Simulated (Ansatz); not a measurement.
Cl2H5HfNO2

```
atom    x (Å)    y (Å)    z (Å)
  Hf  -0.2311  -0.2756   0.1572
  Cl   0.4658  -0.2383   2.4705
   O   1.4855  -0.0645  -0.6884
   H   2.3764  -0.0682  -1.0607
   O  -1.1295   1.3511  -0.4882
   H  -0.7507   2.0328  -1.0692
  Cl  -0.9235  -2.3444  -0.8831
   N  -2.4383  -0.4872   1.2005
   H  -2.9404  -1.3332   0.8973
   H  -3.0109   0.3250   0.9295
   H  -2.3946  -0.5027   2.2288
```

Core potentials replace the inner electrons of Hf.

Level of theory: Ansatz, RKS PBE/def2-SVP.

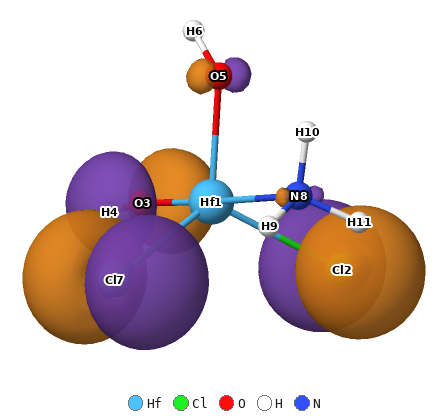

Figure 1. One frontier orbital at ±0.1 Å⁻³ᐟ² (orange and purple are the two phases), seen at an oblique angle.

**Which orbital is it: HOMO or LUMO?**

The HOMO, at −6.81 eV. By Hirshfeld shares it lies mainly on Cl2 (about 35 %), Cl7 (about 35 %) and O3 (about 25 %); largely a combination of lone pairs on Cl2, Cl7 and O3.

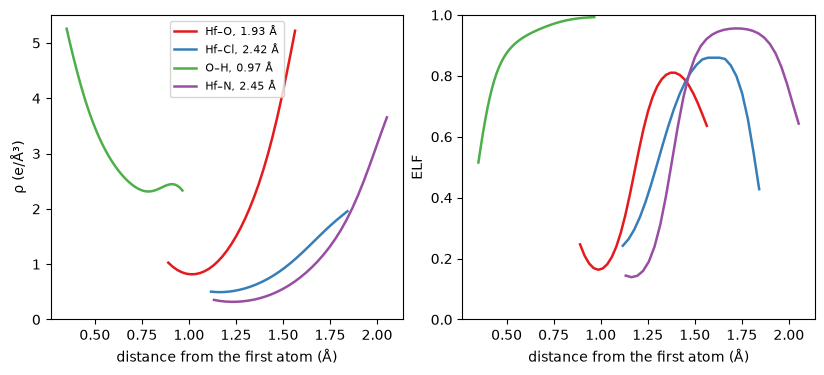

Figure 2. Electron density and ELF along straight lines between neighbouring atoms. The curves leave out the atomic cores.

**Compare the contacts.**

Hf–O (1.93 Å): ρ at the midpoint is about 0.85 e/Å³; the ELF peaks at about 0.80 in the valence shell of O, 0.6 Å from its nucleus, and drops to about 0.15 between the two atoms.
Hf–Cl (2.42 Å): ρ is about 0.5 e/Å³ halfway; the ELF peaks at about 0.85 in the valence shell of Cl, 0.8 Å from its nucleus, and is about 0.35 at the midpoint.
O–H (0.97 Å): the density is about 3.6 e/Å³ at the midpoint; the ELF climbs to about 1 towards the hydrogen, as it does in any bond to H: a covalent bond by its length.
Hf–N (2.45 Å): ρ at the midpoint is about 0.32 e/Å³; the ELF peaks at about 0.95 in the valence shell of N, 0.7 Å from its nucleus, and is about 0.15 at the midpoint.

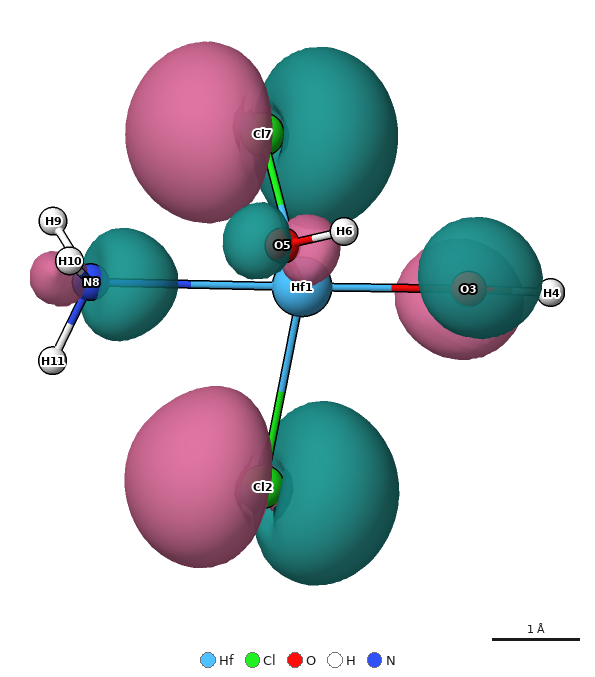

Figure 3. The HOMO−1 at ±0.1 Å⁻³ᐟ² (teal and pink are the two phases), seen from one side.

**Describe this orbital and give its energy.**

By Hirshfeld shares it lies mainly on Cl2 (about 35 %), Cl7 (about 35 %) and O3 (about 10 %); largely a combination of lone pairs on Cl2, Cl7 and O3. Its energy is −6.88 eV.
